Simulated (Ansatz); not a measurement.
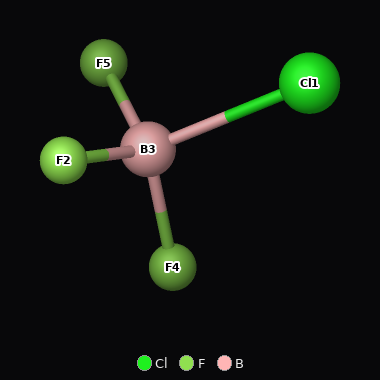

The system is BClF₃, charge −1; the picture shows the reference structure. The turn is about an axis along (−0.95, 0.29, 0.07) in the frame of the relaxed pair, normal to the line between the partners. First axis: distance B3···Cl1. Second axis: turn of Cl1 about B3. Grid: 13 × 13 points. At 15 points there is no value (left out of the scan, as a rule where atoms come close). All energies are given in kJ/mol relative to the ion and the molecule far apart, frozen as in the relaxed pair, each in its own basis (no counterpoise correction). Energies and slopes of some neighbouring points disagree (a jump in structure or state, or too coarse a mesh). Theory: RKS B3LYP-D4/def2-SVPD (Ansatz).

Its coordinates:

```csv
atom,x (Å),y (Å),z (Å)
Cl,-0.1655,-0.0859,-1.8209
F,-0.6218,1.1696,0.5675
B,0.0127,0.0066,0.1402
F,1.3718,0.0350,0.4398
F,-0.5973,-1.1253,0.6735
```

Range: distance B3···Cl1 from 1.656 to 4.256 Å; turn of Cl1 about B3 from −120 to 120°.

Q: What will the energy surface look like?

A: The lowest grid point is at distance B3···Cl1 = 2.029 Å, turn of Cl1 about B3 = 0°, −293 kJ/mol from the ion and the molecule far apart, frozen as in the relaxed pair, each in its own basis (no counterpoise correction). The highest grid point, distance B3···Cl1 = 1.656 Å, turn of Cl1 about B3 = −120°, lies 3051 kJ/mol above the lowest.

| turn of Cl1 about B3 ↓, distance B3···Cl1 → | 1.656 | 1.736 | 1.868 | 2.029 | 2.214 | 2.419 | 2.641 | 2.878 | 3.130 | 3.394 | 3.670 | 3.958 | 4.256 |
| --- | --- | --- | --- | --- | --- | --- | --- | --- | --- | --- | --- | --- | --- |
| 120 | – | – | – | – | – | 1956 | 1035 | 556 | 264 | 108 | 38 | 11 | 3 |
| 100 | – | – | – | – | – | – | 1154 | 668 | 342 | 149 | 57 | 19 | 5 |
| 80 | – | – | – | – | 1554 | 995 | 653 | 377 | 179 | 70 | 21 | 1 | −6 |
| 60 | 1527 | 1304 | 1008 | 735 | 494 | 289 | 135 | 41 | −6 | −26 | −31 | −30 | −27 |
| 40 | 314 | 212 | 90 | −4 | −64 | −96 | −107 | −103 | −93 | −80 | −67 | −56 | −47 |
| 20 | −117 | −172 | −222 | −242 | −236 | −215 | −187 | −158 | −131 | −108 | −88 | −72 | −59 |
| 0 | −209 | −253 | −288 | −293 | −274 | −242 | −208 | −173 | −143 | −116 | −95 | −77 | −64 |
| −20 | −135 | −188 | −234 | −251 | −242 | −219 | −190 | −160 | −132 | −108 | −88 | −72 | −59 |
| −40 | 117 | 35 | −54 | −112 | −139 | −144 | −136 | −121 | −103 | −86 | −71 | −58 | −48 |
| −60 | 659 | 517 | 338 | 186 | 74 | 1 | −38 | −54 | −57 | −53 | −46 | −39 | −32 |
| −80 | 1452 | 1235 | 943 | 668 | 429 | 242 | 113 | 39 | 2 | −14 | −18 | −18 | −16 |
| −100 | 2310 | 1963 | 1504 | 1094 | 748 | 465 | 256 | 124 | 51 | 16 | 1 | −4 | −5 |
| −120 | 2758 | 2348 | 1788 | 1282 | 859 | 524 | 285 | 138 | 59 | 22 | 6 | 1 | −1 |

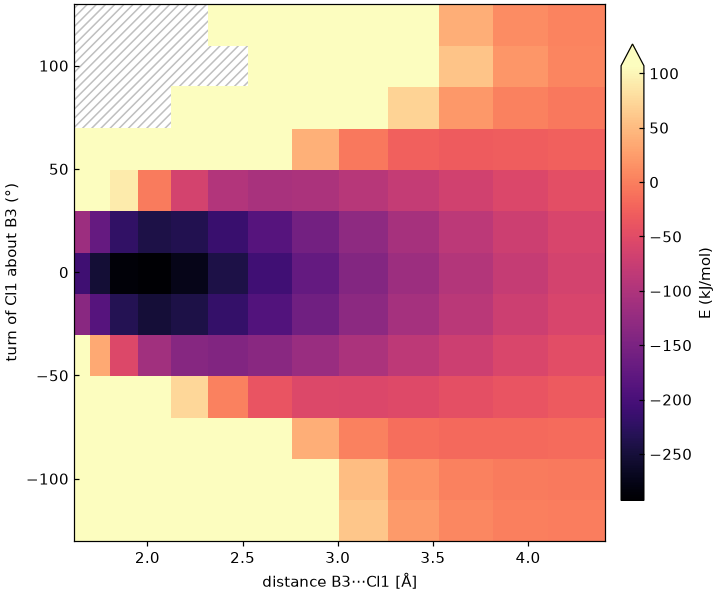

The picture shows one coloured cell a grid point, one colour for all values above the top of the scale, hatched blanks where no value was computed.

Time for the 154 points that were run: 12 min on 1 thread of Arm Neoverse V1, with other jobs on the host.
